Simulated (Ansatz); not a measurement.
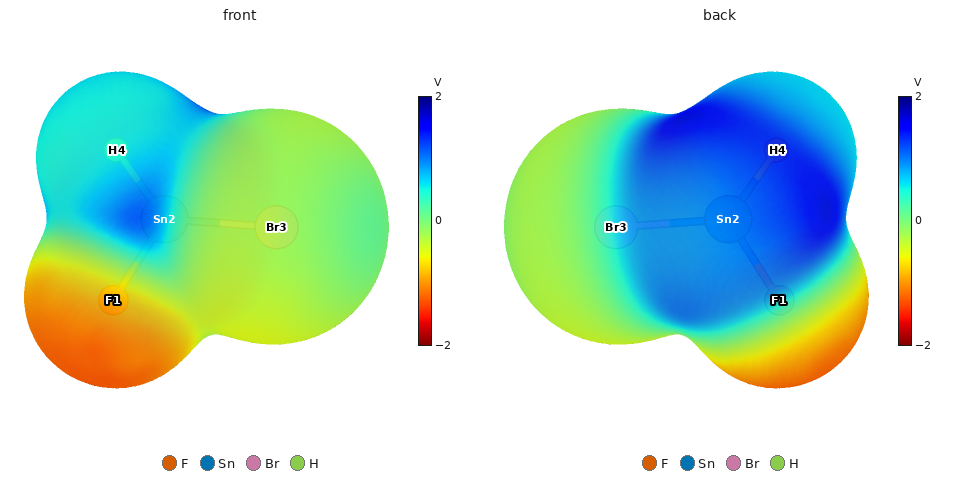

The picture shows: BrFHSn (doublet). The molecular electrostatic potential painted on the density surface at 0.001 e/bohr³, seen from the front and from behind; the colour scale runs from red (negative) to blue (positive).

Geometry: PBE0-D4/def2-TZVP; core potentials replace the inner electrons of Sn.

Level of theory: Ansatz, UKS PBE0-D4/def2-TZVPP.

Question: Which sites attract a positive test charge, and which a negative one?

Answer: A positive charge is drawn to the negative regions and a negative charge to the positive ones. The most negative region (about −1.3 V) lies over F1, the most positive (about +1.6 V) over Sn2. Br3 shows a σ-hole: about +0.1 V at the tip opposite its bond, against about −0.3 V on its flanks.
